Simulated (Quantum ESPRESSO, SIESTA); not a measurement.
# In-plane stress of bcc W under biaxial strain, QE, PBEsol

Calculated with Quantum ESPRESSO 7.5: PBEsol; plane waves, GBRV 1.5 ultrasoft, 45/270 Ry; k-mesh 10×10×10. The first two cell vectors are strained alike from typed lattice constants; the third vector's length and the atoms are relaxed. The typed cell isn't stress-free: at zero strain the reference's in-plane stress is -6.1 GPa, compression positive.

| in-plane strain (%) | in-plane stress (GPa, compression positive) |
| --- | --- |
| -4 | 19.97 |
| -3 | 13.33 |
| -2 | 6.617 |
| -1 | 0.052 |
| 0 | -6.12 |
| +1 | ? |
| +2 | -16.75 |
| +3 | -21.12 |
| +4 | -25.05 |

**Question.** Fit a second-order form in the logarithmic strain to the rows given and interpolate to the withheld row.

Worked fit:

With u = ln[(1 + ε)/(1 + ε0)], counted from the row at ε0 = +0 % where y0 = -6.12, a second-order form y = y0 + a u + b u² makes v = (y − y0)/u a line in u.

| u | v |
| --- | --- |
| -0.0408220 | -639.116 |
| -0.0304592 | -638.559 |
| -0.0202027 | -630.460 |
| -0.0100503 | -614.109 |
| 0.0198026 | -536.797 |
| 0.0295588 | -507.463 |
| 0.0392207 | -482.653 |

With n = 7: mean u = -0.00185030, mean v = -578.451, Σ(u − ū)² = 0.0058835, Σ(u − ū)(v − v̄) = 12.397. Slope b = 12.397 / 0.0058835 = 2107.0; intercept a = v̄ − b ū = -574.55.

At the withheld row u = 0.009950, v = a + b u = -553.6, and y = y0 + u v.

Prediction at +1: -11.63 GPa. The run gave -11.73 GPa, so the fit is high by 0.10 GPa (0.87 % of the value).

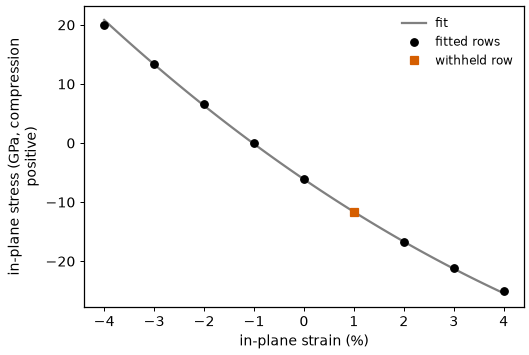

The fit, the rows that it rests on and the withheld row.

The first-order term gives a biaxial modulus of 575 GPa at ε0. The second-order term makes up 3.8 % of v at the withheld row. Among the rows given, the largest miss of the fit is at -4, by 0.88 GPa (1.9 % of the range of the table).

Limits: The nuclei are static. The DFT runs use Fermi–Dirac occupations of width 0.1 eV, and energies are free energies.

[Hosts, paths, dates, database ids (printed as entryN), source tags and the programs' standing remarks are cut or masked in the printed files.]
